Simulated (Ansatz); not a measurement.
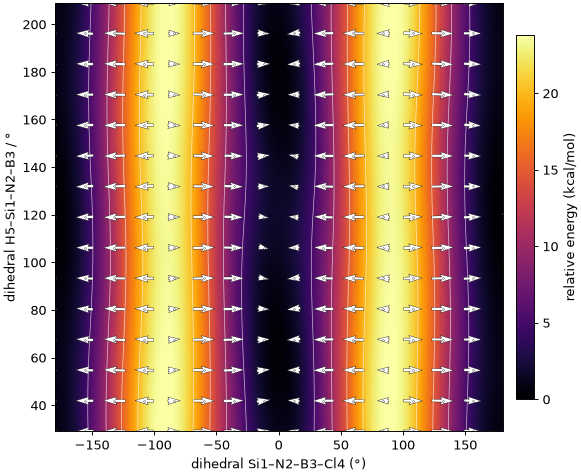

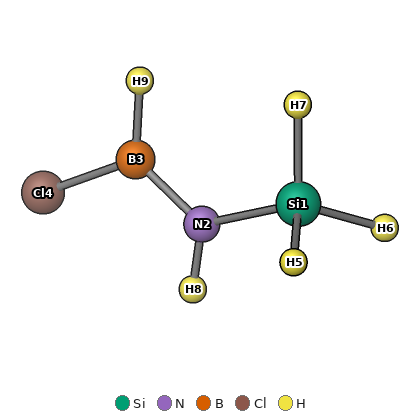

Energy landscape of BClH₅NSi, SMILES [SiH3]NBCl. The first coordinate is: dihedral Si1–N2–B3–Cl4; the second: dihedral H5–Si1–N2–B3. Nothing is relaxed (all other coordinates rigid). The grid has 15 × 15 points. Points are written as (first, second). Energies are in kcal/mol, from the lowest grid point. The calculation used RKS PBE-D4/def2-SVP (Ansatz).

The picture shows a smooth colour map with a few white contour lines, dots at the grid points, arrows along the force (downhill), their lengths compressed. Between grid points the surface is interpolated. The second picture is the structure at the lowest point.

Question: Summarise what can be read from the map.

Answer: The lowest grid point is at (−180°, 119.0°). The energy also falls towards the edge at (−180°, 29.0°) (0.7 kcal/mol above the lowest) and (−180°, 209.0°) (0.7 kcal/mol above the lowest), where a further well may lie outside the range. There is a further well near (12°, 170.4°) (1.0 kcal/mol above the lowest at that grid point). The highest grid point, (−84°, 196.1°), lies 23.8 kcal/mol above the lowest.

The values on the grid:

```
dihedral H5–Si1–N2–B3 ↓, dihedral Si1–N2–B3–Cl4 →  −180  −156  −132  −108   −84   −60  −36  −12   12   36    60    84   108   132  156
                                            209.0   0.7   3.6  11.6  20.8  23.8  17.2  7.5  1.5  2.0  7.9  16.7  23.7  21.7  12.8  4.3
                                            196.1   0.9   3.8  11.8  20.9  23.8  17.2  7.6  1.2  1.5  7.7  16.9  23.7  21.6  12.7  4.4
                                            183.3   1.0   4.0  12.1  21.1  23.8  17.2  7.7  1.2  1.2  7.5  16.9  23.7  21.4  12.4  4.2
                                            170.4   0.9   4.1  12.3  21.2  23.6  17.0  7.8  1.4  1.0  7.2  16.8  23.5  21.0  12.0  3.9
                                            157.6   0.6   4.0  12.3  21.2  23.5  16.8  7.9  1.8  1.1  7.0  16.6  23.4  20.7  11.6  3.6
                                            144.7   0.3   3.7  12.1  21.1  23.3  16.5  7.8  2.2  1.5  6.9  16.4  23.2  20.5  11.4  3.3
                                            131.9   0.1   3.4  11.8  20.9  23.2  16.3  7.6  2.4  2.0  7.0  16.2  23.1  20.5  11.4  3.2
                                            119.0   0.0   3.2  11.5  20.6  23.1  16.2  7.3  2.3  2.3  7.2  16.1  23.1  20.7  11.6  3.3
                                            106.1   0.1   3.1  11.3  20.4  23.1  16.3  7.0  1.9  2.4  7.5  16.2  23.1  21.0  12.0  3.5
                                             93.3   0.3   3.2  11.3  20.4  23.2  16.5  7.0  1.4  2.1  7.7  16.4  23.2  21.2  12.3  3.8
                                             80.4   0.6   3.5  11.6  20.6  23.4  16.7  7.1  1.0  1.6  7.8  16.7  23.4  21.3  12.4  4.1
                                             67.6   0.9   3.9  12.0  20.9  23.6  16.9  7.3  1.0  1.3  7.7  16.9  23.6  21.2  12.3  4.1
                                             54.7   0.9   4.2  12.4  21.3  23.7  17.0  7.6  1.2  1.1  7.5  17.1  23.7  21.1  12.2  4.0
                                             41.9   0.9   4.3  12.6  21.6  23.8  17.0  7.9  1.7  1.2  7.4  17.1  23.8  21.0  11.9  3.8
                                             29.0   0.7   4.2  12.6  21.7  23.8  16.8  7.9  2.2  1.5  7.3  17.0  23.8  20.9  11.7  3.6
```

Each point was launched as `ansatz run input.yaml --threads 1 --pin off --max-ram 2560MiB --backend cpu --events-out ev --progress --plain --runs-dir out`. Time for the 225 points that were run: 20 min on 1 thread of Arm Neoverse N1 (shared host).
